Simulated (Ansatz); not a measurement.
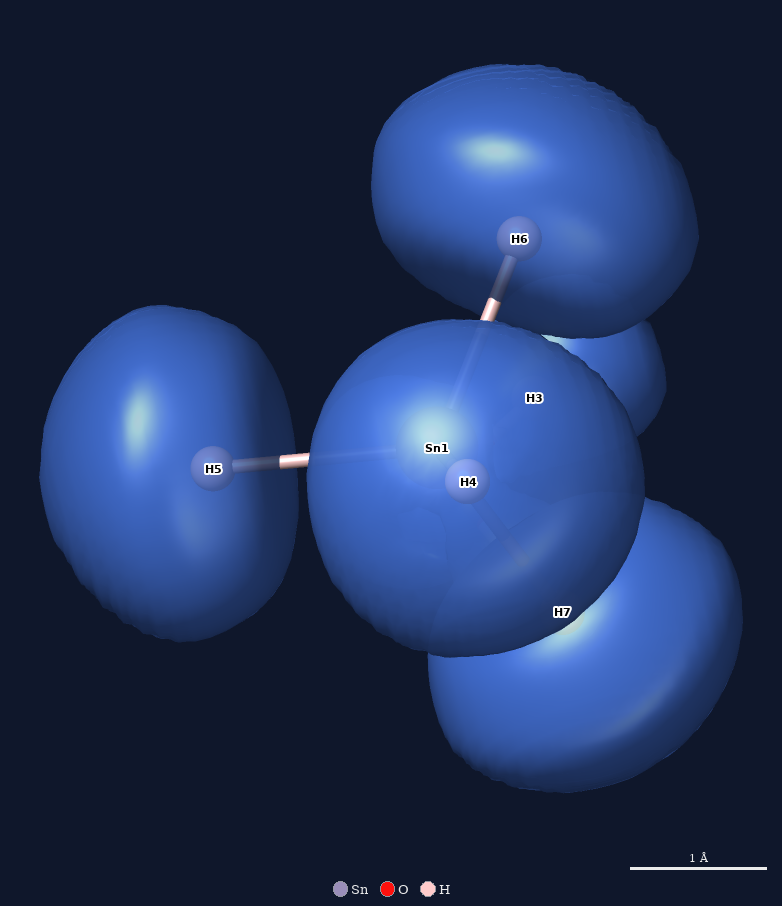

Figure. H$_{4}$Sn···H$_{2}$O. Isosurface of the ELF at 0.8 (blue), seen at an oblique angle. Only the valence region is drawn (cores and ρ < 0.01 e/Å³ removed).

Core potentials replace the inner electrons of Sn; not at a stationary point (largest force 0.9 eV/Å).

Theory: Ansatz, RKS B3LYP-D4/def2-SVP.

The calculation's input:

```
crystal:
  periodic: [false, false, false]
  atoms:
    - { symbol: Sn, position_ang: [0.0, 0.0, 0.0] }
    - { symbol: O, position_ang: [0.0, 0.0, 2.31] }
    - { symbol: H, position_ang: [-0.9095, -0.2814, 2.6471] }
    - { symbol: H, position_ang: [1.6408, 0.0, -0.5794] }
    - { symbol: H, position_ang: [-0.8195, 1.4198, -0.5794] }
    - { symbol: H, position_ang: [-0.8195, -1.4198, -0.5794] }
    - { symbol: H, position_ang: [1.0647, -1.6168, 0.6433] }
    - { symbol: H, position_ang: [0.8094, -1.2292, 1.6366] }
basis:
  gaussian: { orbitals: def2-SVP }
hamiltonian:
  xc: b3lyp
  dispersion: d4
relax:
  f_tol: 0.15
  max_steps: 25
  restrain:
    - { distance: [0, 6], at: 1.74, k: 30.0 }
    - { distance: [7, 1], at: 1.01, k: 30.0 }
    - { distance: [0, 1], at: 3.16, k: 30.0 }
    - { distance: [7, 6], at: 1.86, k: 30.0 }
output:
  orbitals: {}
```

Run with:

```sh
ansatz run input.yaml --threads 1 --pin off --max-ram 2048MiB --backend cpu --events-out ev --progress --plain --runs-dir out
```

The fields are those of the run's last geometry, not of the input's.

Q: What do the ELF domains correspond to?

A: At this value the surface marks out four regions around hydrogen nuclei and one joined region spread over several atoms (H, O), in which their bonds and any lone pairs are merged. Along the contacts the grid gives the following. H7···H8 (1.87 Å): the ELF dips to about 0.10 between them. O–H (0.97 Å): the ELF climbs to about 1 towards the hydrogen, as it does in any bond to H: a covalent bond by its length.
